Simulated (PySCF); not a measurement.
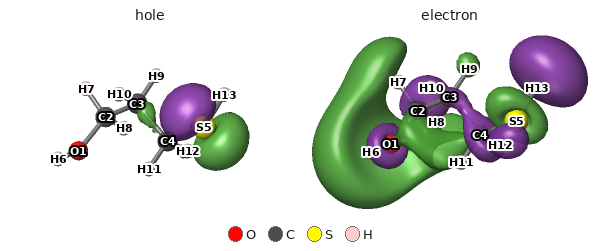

*C$_{3}$H$_{8}$OS, SMILES `OCCCS`. Leading natural transition orbital pair of S₂ (TDA singlet states); the surfaces enclose about 70 % of each orbital's density.*

PySCF calculation, B3LYP/def2-SVP, gas phase; geometry: GFN2-xTB. No frequency check shows the geometry to be a minimum. GFN2-xTB bond lengths at metals and heavier atoms can be off by up to 0.1 Å and shapes distorted, which carries into these values. Without diffuse functions Rydberg states are missing, so the states' numbers hold for this basis only.

Input

```python
import numpy as np
from pyscf import gto, scf, dft, tdscf
from pyscf.scf import atom_ks, atom_hf
from scipy.linalg import block_diag

def solve(mol, dm0=None, hcore=None):
    mf = (dft.UKS if mol.spin else dft.RKS)(mol, xc='b3lyp')
    mf.grids.level = 3
    mf = mf.density_fit(auxbasis='def2-universal-jkfit')
    mf.conv_tol, mf.max_cycle = 1e-8, 80
    if hcore is not None:
        mf.get_hcore = lambda *args: hcore
    mf.kernel(dm0)
    if not mf.converged:
        mf = mf.newton().run(mf.mo_coeff, mf.mo_occ, max_cycle=30)
    assert mf.converged, 'SCF not converged'
    return mf

mol = gto.M(atom='''
O      2.32768     0.75188     0.24450
C      1.89489    -0.51949    -0.18519
C      0.44305    -0.71324     0.24577
C     -0.46446     0.29681    -0.43648
S     -2.19486     0.15946     0.12410
H      3.24911     0.87518    -0.00318
H      2.51317    -1.30983     0.26427
H      1.97065    -0.60149    -1.28006
H      0.13373    -1.73110    -0.00234
H      0.37837    -0.58102     1.32667
H     -0.15831     1.30925    -0.17870
H     -0.45001     0.18080    -1.52080
H     -2.38120    -1.09267    -0.29210
''', basis='def2-svp', charge=0, spin=0, verbose=4)
mf = solve(mol)
td = mf.TDA()
td.nstates, td.singlet, td.conv_tol = 5, True, 1e-5
td.kernel()
td.analyze()
x, y = np.array([p[0] for p in td.xy]), np.array([p[1] + 0 * p[0] for p in td.xy])
f, mu = td.oscillator_strength(), td.transition_dipole()
nto = [td.get_nto(state=i + 1, verbose=4) for i in range(len(td.e))]
# spherically averaged free atoms, for the promolecule
atm = atom_ks.get_atm_nrks(mol, xc='b3lyp')
pro = block_diag(*[(atm[a[0]][2] * atm[a[0]][3]) @ atm[a[0]][2].T for a in mol._atom])
np.savez('result.npz', e=td.e, f=f, ok=td.converged, w=[n[0] for n in nto], nto=[n[1] for n in nto], x=x, y=y, c=mf.mo_coeff, occ=mf.mo_occ, eps=mf.mo_energy, pro=pro, mu=mu)
```

Run with:

```sh
OMP_NUM_THREADS=1 python input.py
```

The run took 3.2 min on 1 thread of Arm Neoverse V2, on a shared host, peak memory 0.65 GiB.

> Where does the state lie, and where do hole and electron sit?

6.82 eV (182 nm), f = 0.001 (very weak), partly diffuse acceptor orbital, which a basis without diffuse functions describes poorly; the leading pair carries 100 %; hole on S5 (82 %) and C4 (6 %), electron on H6 (26 %), H13 (13 %) and S5 (12 %) (atom shares of so diffuse an orbital are rough); their centroids lie 3.4 Å apart. In canonical orbitals it is mainly HOMO → LUMO+1 (86 %). The HOMO–LUMO gap is 7.00 eV.
